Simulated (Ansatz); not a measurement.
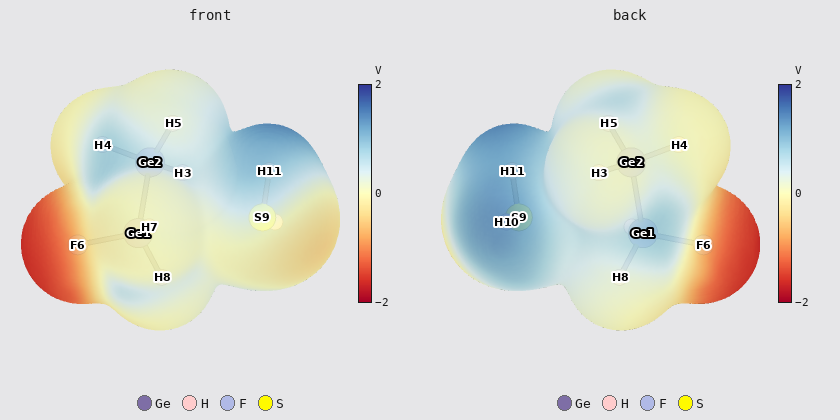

Figure 1: FGe₂H₅···H₂S. The molecular electrostatic potential painted on the density surface at 0.001 e/bohr³, seen from the front and from behind; the colour scale runs from red (negative) to blue (positive).

The calculation used RKS BHLYP/def2-SVP in Ansatz.

```xyz
11

Ge    0.3491   -0.0332    0.0760
Ge    0.2234   -0.2158    2.4975
H    -0.6244   -1.4265    2.9033
H     1.6291   -0.3795    3.0808
H    -0.4174    1.0409    3.0974
F     2.0427   -0.1935   -0.3250
H    -0.0583    1.3334   -0.4748
H    -0.3402   -1.1732   -0.6746
S    -3.1416    0.2400    0.6570
H    -3.4102   -0.9544    1.2044
H    -3.2614    0.8888    1.8247
```

Question: Describe the electrostatic potential map.

Answer: The most negative region (about −1.6 V) lies over F6, the most positive (about +1.4 V) over H10 and H11.
